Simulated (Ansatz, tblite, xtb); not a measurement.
**CH6AlNSi (SMILES [AlH2]/[N]=C\[SiH3]): the dipole moment, rung by rung**

The species is CH6AlNSi (10 atoms), meant as a singlet with charge 0. As SMILES, `[AlH2]/[N]=C\[SiH3]`. Geometry: relaxed at PBE0-D4/def2-TZVP.

Quantity: the dipole moment, in D. The values are calculated.

```tsv
level	kind	program	value (D)	CPU time
IPEA1-xTB	semi-empirical	tblite	0.46	under 2 s
GFN2-xTB	semi-empirical	tblite	1.63	under 2 s
GFN1-xTB	semi-empirical	tblite	0.72	under 2 s
GFN0-xTB	semi-empirical	xtb	1.66	under 2 s
HF/STO-3G	Hartree–Fock	Ansatz	0.66	2.9 s
HF/3-21G	Hartree–Fock	Ansatz	1.11	4.6 s
HF/def2-SVP	Hartree–Fock	Ansatz	1.22	8.1 s
SVWN5/STO-3G	LDA	Ansatz	0.35	5.3 s
SVWN5/pcseg-1	LDA	Ansatz	1.51	17 s
PBE/6-311G**	GGA	Ansatz	1.45	22 s
```

The values span 0.35 to 1.66 D. Magnitudes only: a small dipole may point the other way at some levels. Sets without polarisation functions give poor dipoles. Without the sets that lack polarisation functions the rows with a basis span only 1.22 to 1.51 D. Times are those of the runs behind each value, whatever else they computed, on shared processors of several kinds: orders of magnitude only.

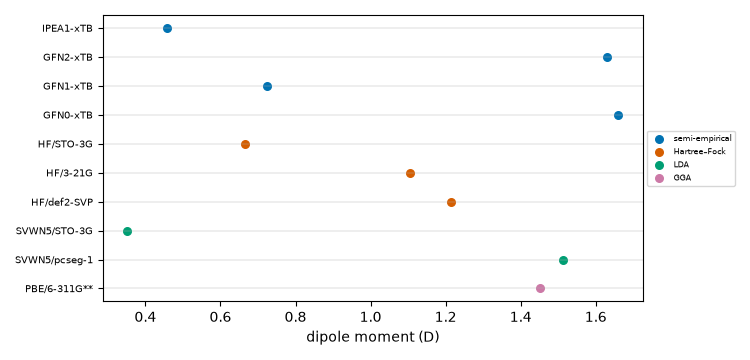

The values of the table, level by level.
